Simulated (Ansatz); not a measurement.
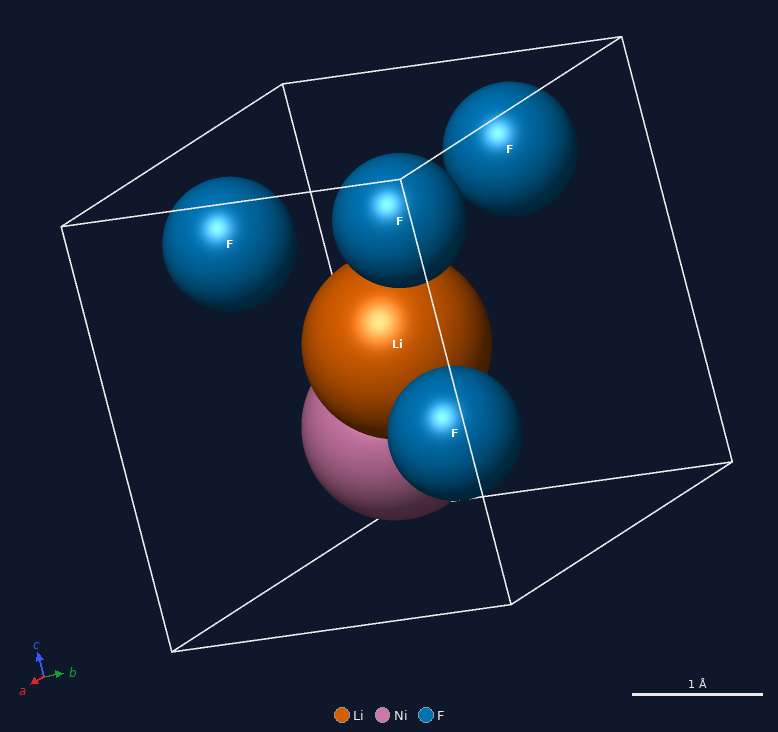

A spheres-only rendering, viewed slightly off an axis. The wireframe shows the simulation cell.

```yaml
crystal:
  lattice:
    - [0.00000, 3.23685, 3.23685]
    - [3.23685, 0.00000, 3.23685]
    - [3.23685, 3.23685, 0.00000]
  atoms:
    - { symbol: Li, position: [0.50000, 0.50000, 0.50000] }
    - { symbol: Ni, position: [0.25000, 0.25000, 0.25000] }
    - { symbol: F, position: [0.87506, 0.87506, 0.37481] }
    - { symbol: F, position: [0.37481, 0.87506, 0.87506] }
    - { symbol: F, position: [0.87506, 0.37481, 0.87506] }
    - { symbol: F, position: [0.87506, 0.87506, 0.87506] }
```

The calculation used Ansatz 0.2.0, DFT PBE, scalar-relativistic, plane waves, PAW, with wavefunction cutoff 420 eV, a 10×10×10 grid in reciprocal space, Gaussian smearing of 0.1 eV, collinear spins. The state is antiferromagnetic.

How are the electrons shared out in a Bader analysis?

Answer. Li +0.93 e; Ni +1.04 e; F -0.49 e.

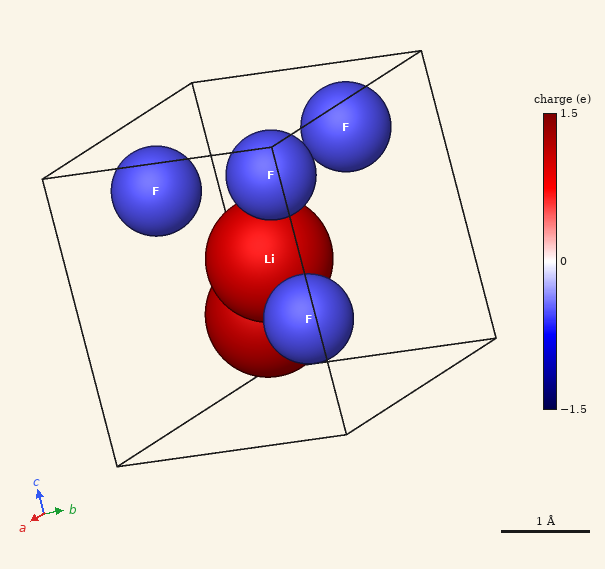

The atoms coloured by those charges.

The structure was taken from a structure type filled with these elements by a generator (whether the compound takes this form wasn't checked). Earlier steps of the study, as a rule a relaxation of our own, may have changed the cell and positions, so they can lie some per cent off the listed ones. A calculation with Ansatz used it as input.
